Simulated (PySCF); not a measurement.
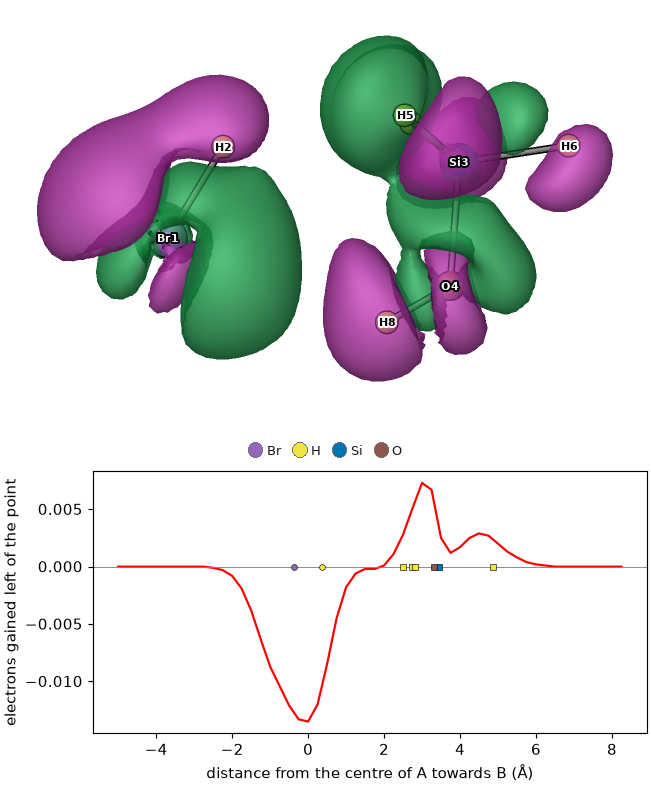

Figure. BrH$_{5}$OSi, SMILES `Br.[SiH3]O`. Density of the complex less the densities of the two fragments at the same geometry, ±0.001 e/Å³ (green: gain, purple: loss). Fragment A: HBr (atoms 1–2); fragment B: SiH4O. Below: the charge-displacement curve along the line of centres (A on the left).

Computed with PySCF, HF/cc-pVTZ, geometry: GFN2-xTB. GFN2-xTB bond lengths at metals and heavier atoms can be off by up to 0.1 Å and shapes distorted, which carries into these values.

The calculation's input:

```python
import numpy as np
from pyscf import gto, scf, dft
from pyscf.scf import atom_ks, atom_hf
from scipy.linalg import block_diag
from pyscf.dispersion import dftd3

def solve(mol, dm0=None, hcore=None):
    mf = scf.UHF(mol) if mol.spin else scf.RHF(mol)
    mf = mf.density_fit(auxbasis='def2-universal-jkfit')
    mf.conv_tol, mf.max_cycle = 1e-8, 80
    if hcore is not None:
        mf.get_hcore = lambda *args: hcore
    mf.kernel(dm0)
    if not mf.converged:
        mf = mf.newton().run(mf.mo_coeff, mf.mo_occ, max_cycle=30)
    assert mf.converged, 'SCF not converged'
    return mf

mol = gto.M(atom='''
Br    -1.59214    -0.00692     0.00230
H     -0.70980    -1.08663    -0.10546
Si     2.31033    -0.45953     0.00557
O      1.97342     1.12277    -0.01121
H      1.70744    -1.12444    -1.16043
H      3.75935    -0.47626    -0.02424
H      1.74747    -1.09698     1.20358
H      1.08837     1.47763     0.01785
''', basis='cc-pvtz', charge=0, spin=0, verbose=4)
mol_a = gto.M(atom='''
Br    -1.59214    -0.00692     0.00230
H     -0.70980    -1.08663    -0.10546
ghost-Si     2.31033    -0.45953     0.00557
ghost-O      1.97342     1.12277    -0.01121
ghost-H      1.70744    -1.12444    -1.16043
ghost-H      3.75935    -0.47626    -0.02424
ghost-H      1.74747    -1.09698     1.20358
ghost-H      1.08837     1.47763     0.01785
''', basis='cc-pvtz', charge=0, spin=0, verbose=4)
mol_b = gto.M(atom='''
ghost-Br    -1.59214    -0.00692     0.00230
ghost-H     -0.70980    -1.08663    -0.10546
Si     2.31033    -0.45953     0.00557
O      1.97342     1.12277    -0.01121
H      1.70744    -1.12444    -1.16043
H      3.75935    -0.47626    -0.02424
H      1.74747    -1.09698     1.20358
H      1.08837     1.47763     0.01785
''', basis='cc-pvtz', charge=0, spin=0, verbose=4)
ab, a, b = solve(mol), solve(mol_a), solve(mol_b)
e_int = ab.e_tot - a.e_tot - b.e_tot
print('counterpoise-corrected interaction energy / kcal/mol', e_int * 627.5095)
def disp(atoms, charge):
    m = gto.M(atom=atoms, charge=charge, basis='sto-3g', spin=None, unit='Bohr', verbose=0)
    return dftd3.DFTD3Dispersion(m, xc='hf', version='d3bj').get_dispersion()['energy']
e_disp = disp(mol._atom, mol.charge) - disp(mol._atom[:2], mol_a.charge) - disp(mol._atom[2:], mol_b.charge)
print('D3(BJ) part / kcal/mol', e_disp * 627.5095)
# spherically averaged free atoms, for the promolecule
atm = scf.atom_hf.get_atm_nrhf(mol)
pro = block_diag(*[(atm[a[0]][2] * atm[a[0]][3]) @ atm[a[0]][2].T for a in mol._atom])
np.savez('result.npz', e_int=e_int, e_disp=e_disp, dm_a=a.make_rdm1(), dm_b=b.make_rdm1(), c=ab.mo_coeff, occ=ab.mo_occ, eps=ab.mo_energy, pro=pro, d=[f.dip_moment(verbose=0) for f in (ab, a, b)])
```

Launched as:

```sh
OMP_NUM_THREADS=1 python input.py
```

The run took 23 s on 1 thread of Intel(R) Xeon(R) Processor @ 2.50GHz (Skylake/Cascade Lake) (shared host), peak memory 0.37 GiB.

Partitions, critical points and surface values were worked out afterwards from this run's density.

### How is the density rearranged on binding?

Hirshfeld charges show almost no net transfer (under 0.005 e). 0.05 e is displaced in all, which induces a dipole of 0.07 D.

### What is the interaction energy, and which contacts carry it?

The counterpoise-corrected interaction energy of the frozen fragments is +0.7 kcal/mol without dispersion correction and −2.5 kcal/mol with D3(BJ). The pair geometry is semi-empirical, not a minimum at this level. Contacts: Br1···H8, hydrogen bond, 3.06 Å, ρ = 0.005 a.u.; H2···H5, H···H contact, 2.64 Å, ρ = 0.005 a.u. The pose is a local one from a semi-empirical search, not shown to be the most stable.
